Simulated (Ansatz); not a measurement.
TiO (space group C2/m)

```yaml
crystal:
  lattice:
    - [4.56291, -2.04250, 0.00000]
    - [4.56291, 2.04250, 0.00000]
    - [-1.70151, 0.00000, 5.44157]
  atoms:
    - { symbol: Ti, position: [0.65345, 0.65345, 0.32312] }
    - { symbol: Ti, position: [0.34655, 0.34655, 0.67688] }
    - { symbol: Ti, position: [0.66636, 0.66636, 0.83277] }
    - { symbol: Ti, position: [0.33364, 0.33364, 0.16723] }
    - { symbol: Ti, position: [0.00000, 0.00000, 0.50000] }
    - { symbol: O, position: [0.50000, 0.50000, 0.00000] }
    - { symbol: O, position: [0.83212, 0.83212, 0.16875] }
    - { symbol: O, position: [0.16788, 0.16788, 0.83125] }
    - { symbol: O, position: [0.83133, 0.83133, 0.65862] }
    - { symbol: O, position: [0.16867, 0.16867, 0.34138] }
```

The atoms are displaced by Q × the pattern below (from a DFPT mode at Γ, largest move 1; Q in Å), at fixed cell.

```json
[
 {"atom": "Ti1", "x": "0.000", "y": "-0.005", "z": "0.000"},
 {"atom": "Ti2", "x": "0.000", "y": "-0.005", "z": "0.000"},
 {"atom": "Ti3", "x": "0.000", "y": "-0.294", "z": "0.000"},
 {"atom": "Ti4", "x": "0.000", "y": "-0.294", "z": "0.000"},
 {"atom": "Ti5", "x": "0.000", "y": "0.039", "z": "0.000"},
 {"atom": "O6", "x": "0.000", "y": "0.008", "z": "0.000"},
 {"atom": "O7", "x": "0.000", "y": "1.000", "z": "0.000"},
 {"atom": "O8", "x": "0.000", "y": "1.000", "z": "0.000"},
 {"atom": "O9", "x": "0.000", "y": "-0.170", "z": "0.000"},
 {"atom": "O10", "x": "0.000", "y": "-0.170", "z": "0.000"}
]
```

Method: LDA (plane waves to 420 eV, PAW, scalar-relativistic; Ansatz, a quantum-chemistry and plane-wave program). k mesh 12×12×8 (Γ-centred), Fermi-Dirac smearing 0.05 eV. E stands for the smeared free energy. With partly filled bands, energies and forces of such displacements shift with the k mesh and the smearing. TiO is run without spin polarisation and with no Hubbard U. TiO was relaxed with its symmetry unable to fall. The zero of ΔE is the undisplaced structure.

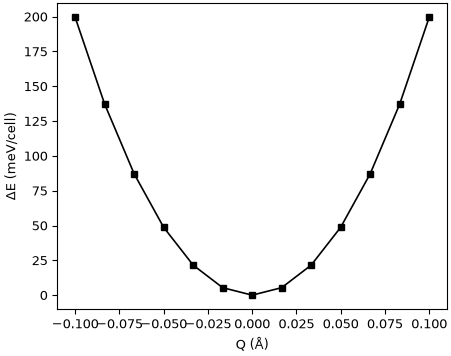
Figure: ΔE (meV/cell) against Q (Å); markers are the computed points, lines only join them.

Q: What is the energy change at Q = 0.100 Å?

A: About 200 meV/cell.

Q: What harmonic wavenumber does the curvature at Q = 0 give?

A: About 510 cm⁻¹.

(A displaced cell: forces are minus the slopes of the energy, force constants its curvatures, and phonons follow from these.)
